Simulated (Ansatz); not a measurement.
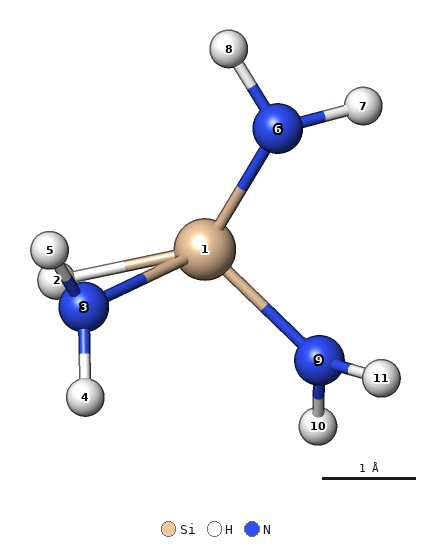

The starting structure (ball-and-stick view, seen at a tilt; atoms are numbered from 1 in the order of the input). Bond lengths as drawn: H–N 1.01 to 1.02 Å, H–Si 1.64 Å and N–Si 1.73 to 1.93 Å.

# Molecular dynamics of SiN3H7 (part 1 of 5)

SiN3H7, computed with RKS PBE0/def2-SVP (Ansatz 0.2.0).

It belongs to a series of runs on one base structure; here: dynamics from the highest image of the converged band. Figures and captions count atoms from 1; the log counts them from 0 in places.

## Log
```
Engine: ansatz 0.2.0, aarch64-unknown-linux-gnu
Functional definition: PBE0
  parameter a = 0.25
  parameter kappa = 0.804
  parameter beta = 0.06672455060314922
  exchange = (1 - a)*pbe_x(kappa = kappa, mu = beta*pi^2/3) + a*exact_x
  correlation = pbe_c(beta = beta)
1036 factors; integrals over basis functions are off by at most 4.7e-4 eV
mean field evaluation 1: about -12433.7584 eV, gradient 8.0e1 eV
mean field evaluation 2: about -12420.3738 eV, gradient 1.1e2 eV
mean field evaluation 4: about -12446.2538 eV, gradient 7.2e0 eV
mean field evaluation 8: about -12446.3864 eV, gradient 8.4e-2 eV
mean field evaluation 16: about -12446.3864 eV, gradient 7.3e-6 eV
mean field -12446.38640475 eV, -457.3962639110 hartree, gradient 7.3e-6 eV, S^2 0.000000; 0 other end points of the search recorded, 0 dependent functions left out
the calculation of the forces begins
reference -12446.38643321 eV, -457.3962649567 hartree; 21, 21 occupied and 74, 74 virtual orbitals, 1036 factors
md step     0: t =     0.00 fs  T =   300.0 K  F+E_penalty+E_count = -12446.38640475 eV  E_kin = 0.349002 eV  conserved = -12446.03740276 eV  (26 SCF iters)
these checks for a lower state are left out or cut short: starts, cluster_reference, orbital_swaps, neighbouring_geometries, increment
1036 factors; integrals over basis functions are off by at most 4.5e-4 eV
mean field -12446.37636079 eV, -457.3958948021 hartree, gradient 5.8e-5 eV, S^2 0.000000; 0 other end points of the search recorded, 0 dependent functions left out
the calculation of the forces begins
reference -12446.37638926 eV, -457.3958958483 hartree; 21, 21 occupied and 74, 74 virtual orbitals, 1036 factors
md step     1: t =     0.50 fs  T =   291.6 K  F+E_penalty+E_count = -12446.37636079 eV  E_kin = 0.339256 eV  conserved = -12446.03710526 eV  (27 SCF iters)
[... from here on the SCF iterations and repeated set-up lines of each step are left out, up to the last step ...]
md step     2: t =     1.00 fs  T =   270.2 K  F+E_penalty+E_count = -12446.35066975 eV  E_kin = 0.314279 eV  conserved = -12446.03639033 eV  (27 SCF iters)
md step     3: t =     1.50 fs  T =   244.8 K  F+E_penalty+E_count = -12446.32033690 eV  E_kin = 0.284765 eV  conserved = -12446.03557169 eV  (27 SCF iters)
md step     4: t =     2.00 fs  T =   226.0 K  F+E_penalty+E_count = -12446.29798896 eV  E_kin = 0.262972 eV  conserved = -12446.03501690 eV  (27 SCF iters)
md step     5: t =     2.50 fs  T =   221.1 K  F+E_penalty+E_count = -12446.29221770 eV  E_kin = 0.257256 eV  conserved = -12446.03496145 eV  (27 SCF iters)
md step     6: t =     3.00 fs  T =   230.9 K  F+E_penalty+E_count = -12446.30396755 eV  E_kin = 0.268587 eV  conserved = -12446.03538043 eV  (27 SCF iters)
md step     7: t =     3.50 fs  T =   250.0 K  F+E_penalty+E_count = -12446.32687407 eV  E_kin = 0.290856 eV  conserved = -12446.03601842 eV  (27 SCF iters)
md step     8: t =     4.00 fs  T =   270.4 K  F+E_penalty+E_count = -12446.35112909 eV  E_kin = 0.314581 eV  conserved = -12446.03654852 eV  (27 SCF iters)
md step     9: t =     4.50 fs  T =   285.2 K  F+E_penalty+E_count = -12446.36853827 eV  E_kin = 0.331809 eV  conserved = -12446.03672915 eV  (27 SCF iters)
md step    10: t =     5.00 fs  T =   292.2 K  F+E_penalty+E_count = -12446.37636692 eV  E_kin = 0.339895 eV  conserved = -12446.03647224 eV  (27 SCF iters)
md step    11: t =     5.50 fs  T =   294.8 K  F+E_penalty+E_count = -12446.37880791 eV  E_kin = 0.342968 eV  conserved = -12446.03584012 eV  (27 SCF iters)
md step    12: t =     6.00 fs  T =   301.7 K  F+E_penalty+E_count = -12446.38600143 eV  E_kin = 0.350975 eV  conserved = -12446.03502657 eV  (27 SCF iters)
md step    13: t =     6.50 fs  T =   323.7 K  F+E_penalty+E_count = -12446.41091781 eV  E_kin = 0.376595 eV  conserved = -12446.03432293 eV  (27 SCF iters)
md step    14: t =     7.00 fs  T =   370.3 K  F+E_penalty+E_count = -12446.46476845 eV  E_kin = 0.430748 eV  conserved = -12446.03402048 eV  (26 SCF iters)
md step    15: t =     7.50 fs  T =   445.5 K  F+E_penalty+E_count = -12446.55254628 eV  E_kin = 0.518292 eV  conserved = -12446.03425437 eV  (26 SCF iters)
md step    16: t =     8.00 fs  T =   546.8 K  F+E_penalty+E_count = -12446.67103210 eV  E_kin = 0.636128 eV  conserved = -12446.03490399 eV  (26 SCF iters)
md step    17: t =     8.50 fs  T =   666.2 K  F+E_penalty+E_count = -12446.81069267 eV  E_kin = 0.775038 eV  conserved = -12446.03565428 eV  (26 SCF iters)
md step    18: t =     9.00 fs  T =   794.6 K  F+E_penalty+E_count = -12446.96053660 eV  E_kin = 0.924361 eV  conserved = -12446.03617597 eV  (26 SCF iters)
md step    19: t =     9.50 fs  T =   925.7 K  F+E_penalty+E_count = -12447.11323725 eV  E_kin = 1.076947 eV  conserved = -12446.03628996 eV  (27 SCF iters)
md step    20: t =    10.00 fs  T =  1059.0 K  F+E_penalty+E_count = -12447.26797361 eV  E_kin = 1.231932 eV  conserved = -12446.03604112 eV  (26 SCF iters)
md step    21: t =    10.50 fs  T =  1198.3 K  F+E_penalty+E_count = -12447.42976918 eV  E_kin = 1.394087 eV  conserved = -12446.03568229 eV  (26 SCF iters)
md step    22: t =    11.00 fs  T =  1349.6 K  F+E_penalty+E_count = -12447.60558518 eV  E_kin = 1.570019 eV  conserved = -12446.03556651 eV  (26 SCF iters)
md step    23: t =    11.50 fs  T =  1515.4 K  F+E_penalty+E_count = -12447.79886069 eV  E_kin = 1.762890 eV  conserved = -12446.03597056 eV  (26 SCF iters)
md step    24: t =    12.00 fs  T =  1691.9 K  F+E_penalty+E_count = -12448.00521913 eV  E_kin = 1.968289 eV  conserved = -12446.03693054 eV  (26 SCF iters)
md step    25: t =    12.50 fs  T =  1868.4 K  F+E_penalty+E_count = -12448.21180052 eV  E_kin = 2.173593 eV  conserved = -12446.03820801 eV  (25 SCF iters)
md step    26: t =    13.00 fs  T =  2029.8 K  F+E_penalty+E_count = -12448.40072455 eV  E_kin = 2.361302 eV  conserved = -12446.03942217 eV  (25 SCF iters)
md step    27: t =    13.50 fs  T =  2161.5 K  F+E_penalty+E_count = -12448.55479494 eV  E_kin = 2.514558 eV  conserved = -12446.04023732 eV  (25 SCF iters)
md step    28: t =    14.00 fs  T =  2254.0 K  F+E_penalty+E_count = -12448.66265465 eV  E_kin = 2.622173 eV  conserved = -12446.04048146 eV  (25 SCF iters)
md step    29: t =    14.50 fs  T =  2304.9 K  F+E_penalty+E_count = -12448.72153322 eV  E_kin = 2.681373 eV  conserved = -12446.04016044 eV  (24 SCF iters)
md step    30: t =    15.00 fs  T =  2319.0 K  F+E_penalty+E_count = -12448.73719908 eV  E_kin = 2.697767 eV  conserved = -12446.03943226 eV  (25 SCF iters)
md step    31: t =    15.50 fs  T =  2306.2 K  F+E_penalty+E_count = -12448.72145188 eV  E_kin = 2.682877 eV  conserved = -12446.03857502 eV  (25 SCF iters)
md step    32: t =    16.00 fs  T =  2277.8 K  F+E_penalty+E_count = -12448.68773427 eV  E_kin = 2.649816 eV  conserved = -12446.03791810 eV  (24 SCF iters)
md step    33: t =    16.50 fs  T =  2242.1 K  F+E_penalty+E_count = -12448.64604523 eV  E_kin = 2.608337 eV  conserved = -12446.03770808 eV  (25 SCF iters)
md step    34: t =    17.00 fs  T =  2201.7 K  F+E_penalty+E_count = -12448.59925741 eV  E_kin = 2.561295 eV  conserved = -12446.03796250 eV  (24 SCF iters)
md step    35: t =    17.50 fs  T =  2152.9 K  F+E_penalty+E_count = -12448.54294556 eV  E_kin = 2.504497 eV  conserved = -12446.03844897 eV  (24 SCF iters)
md step    36: t =    18.00 fs  T =  2089.0 K  F+E_penalty+E_count = -12448.46901015 eV  E_kin = 2.430193 eV  conserved = -12446.03881722 eV  (25 SCF iters)
md step    37: t =    18.50 fs  T =  2004.8 K  F+E_penalty+E_count = -12448.37110310 eV  E_kin = 2.332314 eV  conserved = -12446.03878905 eV  (25 SCF iters)
md step    38: t =    19.00 fs  T =  1900.3 K  F+E_penalty+E_count = -12448.24901537 eV  E_kin = 2.210738 eV  conserved = -12446.03827730 eV  (25 SCF iters)
md step    39: t =    19.50 fs  T =  1781.6 K  F+E_penalty+E_count = -12448.11007140 eV  E_kin = 2.072649 eV  conserved = -12446.03742226 eV  (25 SCF iters)
md step    40: t =    20.00 fs  T =  1659.4 K  F+E_penalty+E_count = -12447.96696940 eV  E_kin = 1.930433 eV  conserved = -12446.03653675 eV  (28 SCF iters)
md step    41: t =    20.50 fs  T =  1544.7 K  F+E_penalty+E_count = -12447.83295201 eV  E_kin = 1.796985 eV  conserved = -12446.03596684 eV  (26 SCF iters)
md step    42: t =    21.00 fs  T =  1444.6 K  F+E_penalty+E_count = -12447.71649751 eV  E_kin = 1.680584 eV  conserved = -12446.03591345 eV  (28 SCF iters)
md step    43: t =    21.50 fs  T =  1359.8 K  F+E_penalty+E_count = -12447.61824298 eV  E_kin = 1.581921 eV  conserved = -12446.03632208 eV  (25 SCF iters)
md step    44: t =    22.00 fs  T =  1285.0 K  F+E_penalty+E_count = -12447.53176896 eV  E_kin = 1.494840 eV  conserved = -12446.03692860 eV  (26 SCF iters)
md step    45: t =    22.50 fs  T =  1212.2 K  F+E_penalty+E_count = -12447.44759989 eV  E_kin = 1.410183 eV  conserved = -12446.03741657 eV  (24 SCF iters)
md step    46: t =    23.00 fs  T =  1135.1 K  F+E_penalty+E_count = -12447.35809585 eV  E_kin = 1.320533 eV  conserved = -12446.03756317 eV  (26 SCF iters)
md step    47: t =    23.50 fs  T =  1051.9 K  F+E_penalty+E_count = -12447.26099065 eV  E_kin = 1.223692 eV  conserved = -12446.03729905 eV  (26 SCF iters)
md step    48: t =    24.00 fs  T =   966.0 K  F+E_penalty+E_count = -12447.16053674 eV  E_kin = 1.123830 eV  conserved = -12446.03670672 eV  (26 SCF iters)
md step    49: t =    24.50 fs  T =   885.5 K  F+E_penalty+E_count = -12447.06618616 eV  E_kin = 1.030182 eV  conserved = -12446.03600442 eV  (25 SCF iters)
md step    50: t =    25.00 fs  T =   819.7 K  F+E_penalty+E_count = -12446.98909773 eV  E_kin = 0.953594 eV  conserved = -12446.03550406 eV  (26 SCF iters)
md step    51: t =    25.50 fs  T =   775.2 K  F+E_penalty+E_count = -12446.93727018 eV  E_kin = 0.901777 eV  conserved = -12446.03549367 eV  (26 SCF iters)
md step    52: t =    26.00 fs  T =   752.3 K  F+E_penalty+E_count = -12446.91119301 eV  E_kin = 0.875124 eV  conserved = -12446.03606911 eV  (26 SCF iters)
md step    53: t =    26.50 fs  T =   743.9 K  F+E_penalty+E_count = -12446.90251069 eV  E_kin = 0.865464 eV  conserved = -12446.03704658 eV  (26 SCF iters)
md step    54: t =    27.00 fs  T =   738.3 K  F+E_penalty+E_count = -12446.89692875 eV  E_kin = 0.858878 eV  conserved = -12446.03805071 eV  (26 SCF iters)
md step    55: t =    27.50 fs  T =   723.2 K  F+E_penalty+E_count = -12446.88007539 eV  E_kin = 0.841381 eV  conserved = -12446.03869481 eV  (26 SCF iters)
md step    56: t =    28.00 fs  T =   691.9 K  F+E_penalty+E_count = -12446.84359640 eV  E_kin = 0.804880 eV  conserved = -12446.03871598 eV  (26 SCF iters)
md step    57: t =    28.50 fs  T =   645.8 K  F+E_penalty+E_count = -12446.78929374 eV  E_kin = 0.751267 eV  conserved = -12446.03802629 eV  (25 SCF iters)
md step    58: t =    29.00 fs  T =   596.3 K  F+E_penalty+E_count = -12446.73036414 eV  E_kin = 0.693647 eV  conserved = -12446.03671715 eV  (25 SCF iters)
md step    59: t =    29.50 fs  T =   562.7 K  F+E_penalty+E_count = -12446.68962631 eV  E_kin = 0.654578 eV  conserved = -12446.03504813 eV  (25 SCF iters)
md step    60: t =    30.00 fs  T =   568.6 K  F+E_penalty+E_count = -12446.69493300 eV  E_kin = 0.661479 eV  conserved = -12446.03345412 eV  (25 SCF iters)
md step    61: t =    30.50 fs  T =   635.6 K  F+E_penalty+E_count = -12446.77193095 eV  E_kin = 0.739402 eV  conserved = -12446.03252933 eV  (25 SCF iters)
md step    62: t =    31.00 fs  T =   775.3 K  F+E_penalty+E_count = -12446.93485981 eV  E_kin = 0.901995 eV  conserved = -12446.03286431 eV  (27 SCF iters)
md step    63: t =    31.50 fs  T =   983.0 K  F+E_penalty+E_count = -12447.17818688 eV  E_kin = 1.143523 eV  conserved = -12446.03466343 eV  (25 SCF iters)
md step    64: t =    32.00 fs  T =  1235.2 K  F+E_penalty+E_count = -12447.47442612 eV  E_kin = 1.437001 eV  conserved = -12446.03742523 eV  (25 SCF iters)
md step    65: t =    32.50 fs  T =  1497.4 K  F+E_penalty+E_count = -12447.78206265 eV  E_kin = 1.741941 eV  conserved = -12446.04012130 eV  (25 SCF iters)
md step    66: t =    33.00 fs  T =  1735.3 K  F+E_penalty+E_count = -12448.06060755 eV  E_kin = 2.018781 eV  conserved = -12446.04182610 eV  (25 SCF iters)
md step    67: t =    33.50 fs  T =  1926.9 K  F+E_penalty+E_count = -12448.28388864 eV  E_kin = 2.241643 eV  conserved = -12446.04224572 eV  (25 SCF iters)
md step    68: t =    34.00 fs  T =  2065.2 K  F+E_penalty+E_count = -12448.44424989 eV  E_kin = 2.402508 eV  conserved = -12446.04174228 eV  (25 SCF iters)
md step    69: t =    34.50 fs  T =  2154.5 K  F+E_penalty+E_count = -12448.54735272 eV  E_kin = 2.506406 eV  conserved = -12446.04094685 eV  (24 SCF iters)
md step    70: t =    35.00 fs  T =  2202.8 K  F+E_penalty+E_count = -12448.60300534 eV  E_kin = 2.562662 eV  conserved = -12446.04034345 eV  (25 SCF iters)
md step    71: t =    35.50 fs  T =  2216.1 K  F+E_penalty+E_count = -12448.61816578 eV  E_kin = 2.578116 eV  conserved = -12446.04005011 eV  (26 SCF iters)
md step    72: t =    36.00 fs  T =  2196.6 K  F+E_penalty+E_count = -12448.59524756 eV  E_kin = 2.555353 eV  conserved = -12446.03989451 eV  (26 SCF iters)
md step    73: t =    36.50 fs  T =  2144.8 K  F+E_penalty+E_count = -12448.53476767 eV  E_kin = 2.495151 eV  conserved = -12446.03961633 eV  (26 SCF iters)
md step    74: t =    37.00 fs  T =  2063.3 K  F+E_penalty+E_count = -12448.43940096 eV  E_kin = 2.400371 eV  conserved = -12446.03902956 eV  (26 SCF iters)
md step    75: t =    37.50 fs  T =  1958.8 K  F+E_penalty+E_count = -12448.31688232 eV  E_kin = 2.278773 eV  conserved = -12446.03810932 eV  (25 SCF iters)
md step    76: t =    38.00 fs  T =  1842.4 K  F+E_penalty+E_count = -12448.18038626 eV  E_kin = 2.143378 eV  conserved = -12446.03700829 eV  (26 SCF iters)
md step    77: t =    38.50 fs  T =  1727.9 K  F+E_penalty+E_count = -12448.04611139 eV  E_kin = 2.010098 eV  conserved = -12446.03601328 eV  (25 SCF iters)
md step    78: t =    39.00 fs  T =  1627.5 K  F+E_penalty+E_count = -12447.92881539 eV  E_kin = 1.893391 eV  conserved = -12446.03542395 eV  (24 SCF iters)
md step    79: t =    39.50 fs  T =  1548.8 K  F+E_penalty+E_count = -12447.83721594 eV  E_kin = 1.801826 eV  conserved = -12446.03538950 eV  (26 SCF iters)
md step    80: t =    40.00 fs  T =  1492.2 K  F+E_penalty+E_count = -12447.77169512 eV  E_kin = 1.735880 eV  conserved = -12446.03581491 eV  (25 SCF iters)
md step    81: t =    40.50 fs  T =  1452.1 K  F+E_penalty+E_count = -12447.72567972 eV  E_kin = 1.689264 eV  conserved = -12446.03641570 eV  (25 SCF iters)
md step    82: t =    41.00 fs  T =  1421.0 K  F+E_penalty+E_count = -12447.68992350 eV  E_kin = 1.653052 eV  conserved = -12446.03687136 eV  (25 SCF iters)
md step    83: t =    41.50 fs  T =  1392.9 K  F+E_penalty+E_count = -12447.65741140 eV  E_kin = 1.620445 eV  conserved = -12446.03696605 eV  (25 SCF iters)
md step    84: t =    42.00 fs  T =  1366.8 K  F+E_penalty+E_count = -12447.62671299 eV  E_kin = 1.590060 eV  conserved = -12446.03665313 eV  (25 SCF iters)
md step    85: t =    42.50 fs  T =  1346.7 K  F+E_penalty+E_count = -12447.60272017 eV  E_kin = 1.566665 eV  conserved = -12446.03605468 eV  (25 SCF iters)
md step    86: t =    43.00 fs  T =  1340.4 K  F+E_penalty+E_count = -12447.59472617 eV  E_kin = 1.559303 eV  conserved = -12446.03542310 eV  (25 SCF iters)
md step    87: t =    43.50 fs  T =  1356.0 K  F+E_penalty+E_count = -12447.61249358 eV  E_kin = 1.577438 eV  conserved = -12446.03505525 eV  (26 SCF iters)
md step    88: t =    44.00 fs  T =  1398.2 K  F+E_penalty+E_count = -12447.66171769 eV  E_kin = 1.626561 eV  conserved = -12446.03515717 eV  (25 SCF iters)
md step    89: t =    44.50 fs  T =  1465.8 K  F+E_penalty+E_count = -12447.74093794 eV  E_kin = 1.705206 eV  conserved = -12446.03573234 eV  (26 SCF iters)
md step    90: t =    45.00 fs  T =  1551.5 K  F+E_penalty+E_count = -12447.84152325 eV  E_kin = 1.804937 eV  conserved = -12446.03658650 eV  (25 SCF iters)
md step    91: t =    45.50 fs  T =  1644.6 K  F+E_penalty+E_count = -12447.95064267 eV  E_kin = 1.913194 eV  conserved = -12446.03744880 eV  (25 SCF iters)
md step    92: t =    46.00 fs  T =  1734.1 K  F+E_penalty+E_count = -12448.05545174 eV  E_kin = 2.017338 eV  conserved = -12446.03811336 eV  (25 SCF iters)
md step    93: t =    46.50 fs  T =  1811.9 K  F+E_penalty+E_count = -12448.14636309 eV  E_kin = 2.107838 eV  conserved = -12446.03852527 eV  (25 SCF iters)
md step    94: t =    47.00 fs  T =  1873.2 K  F+E_penalty+E_count = -12448.21800050 eV  E_kin = 2.179189 eV  conserved = -12446.03881130 eV  (25 SCF iters)
md step    95: t =    47.50 fs  T =  1915.3 K  F+E_penalty+E_count = -12448.26734784 eV  E_kin = 2.228096 eV  conserved = -12446.03925217 eV  (24 SCF iters)
md step    96: t =    48.00 fs  T =  1933.7 K  F+E_penalty+E_count = -12448.28964051 eV  E_kin = 2.249499 eV  conserved = -12446.04014112 eV  (25 SCF iters)
md step    97: t =    48.50 fs  T =  1919.1 K  F+E_penalty+E_count = -12448.27415231 eV  E_kin = 2.232603 eV  conserved = -12446.04154912 eV  (25 SCF iters)
md step    98: t =    49.00 fs  T =  1857.1 K  F+E_penalty+E_count = -12448.20350658 eV  E_kin = 2.160452 eV  conserved = -12446.04305416 eV  (26 SCF iters)
md step    99: t =    49.50 fs  T =  1733.4 K  F+E_penalty+E_count = -12448.06019491 eV  E_kin = 2.016498 eV  conserved = -12446.04369686 eV  (26 SCF iters)
md step   100: t =    50.00 fs  T =  1545.8 K  F+E_penalty+E_count = -12447.84065184 eV  E_kin = 1.798289 eV  conserved = -12446.04236332 eV  (26 SCF iters)
md step   101: t =    50.50 fs  T =  1316.9 K  F+E_penalty+E_count = -12447.57075439 eV  E_kin = 1.532059 eV  conserved = -12446.03869503 eV  (26 SCF iters)
md step   102: t =    51.00 fs  T =  1096.6 K  F+E_penalty+E_count = -12447.30963562 eV  E_kin = 1.275689 eV  conserved = -12446.03394652 eV  (25 SCF iters)
md step   103: t =    51.50 fs  T =   945.2 K  F+E_penalty+E_count = -12447.13029439 eV  E_kin = 1.099641 eV  conserved = -12446.03065382 eV  (26 SCF iters)
md step   104: t =    52.00 fs  T =   904.4 K  F+E_penalty+E_count = -12447.08283795 eV  E_kin = 1.052145 eV  conserved = -12446.03069258 eV  (26 SCF iters)
md step   105: t =    52.50 fs  T =   974.6 K  F+E_penalty+E_count = -12447.16746164 eV  E_kin = 1.133827 eV  conserved = -12446.03363452 eV  (26 SCF iters)
md step   106: t =    53.00 fs  T =  1119.3 K  F+E_penalty+E_count = -12447.33959839 eV  E_kin = 1.302153 eV  conserved = -12446.03744499 eV  (26 SCF iters)
md step   107: t =    53.50 fs  T =  1287.9 K  F+E_penalty+E_count = -12447.53860135 eV  E_kin = 1.498220 eV  conserved = -12446.04038113 eV  (26 SCF iters)
md step   108: t =    54.00 fs  T =  1437.5 K  F+E_penalty+E_count = -12447.71413538 eV  E_kin = 1.672282 eV  conserved = -12446.04185371 eV  (26 SCF iters)
md step   109: t =    54.50 fs  T =  1542.7 K  F+E_penalty+E_count = -12447.83682285 eV  E_kin = 1.794738 eV  conserved = -12446.04208523 eV  (26 SCF iters)
md step   110: t =    55.00 fs  T =  1594.6 K  F+E_penalty+E_count = -12447.89662637 eV  E_kin = 1.855118 eV  conserved = -12446.04150844 eV  (26 SCF iters)
md step   111: t =    55.50 fs  T =  1596.0 K  F+E_penalty+E_count = -12447.89716921 eV  E_kin = 1.856699 eV  conserved = -12446.04046983 eV  (26 SCF iters)
md step   112: t =    56.00 fs  T =  1557.1 K  F+E_penalty+E_count = -12447.85062299 eV  E_kin = 1.811420 eV  conserved = -12446.03920293 eV  (26 SCF iters)
md step   113: t =    56.50 fs  T =  1492.2 K  F+E_penalty+E_count = -12447.77388498 eV  E_kin = 1.735977 eV  conserved = -12446.03790749 eV  (26 SCF iters)
md step   114: t =    57.00 fs  T =  1416.9 K  F+E_penalty+E_count = -12447.68513176 eV  E_kin = 1.648325 eV  conserved = -12446.03680675 eV  (26 SCF iters)
md step   115: t =    57.50 fs  T =  1344.4 K  F+E_penalty+E_count = -12447.60010505 eV  E_kin = 1.563996 eV  conserved = -12446.03610880 eV  (26 SCF iters)
md step   116: t =    58.00 fs  T =  1283.2 K  F+E_penalty+E_count = -12447.52872110 eV  E_kin = 1.492801 eV  conserved = -12446.03591971 eV  (26 SCF iters)
md step   117: t =    58.50 fs  T =  1235.4 K  F+E_penalty+E_count = -12447.47334989 eV  E_kin = 1.437183 eV  conserved = -12446.03616641 eV  (25 SCF iters)
md step   118: t =    59.00 fs  T =  1197.7 K  F+E_penalty+E_count = -12447.42987856 eV  E_kin = 1.393275 eV  conserved = -12446.03660373 eV  (26 SCF iters)
```
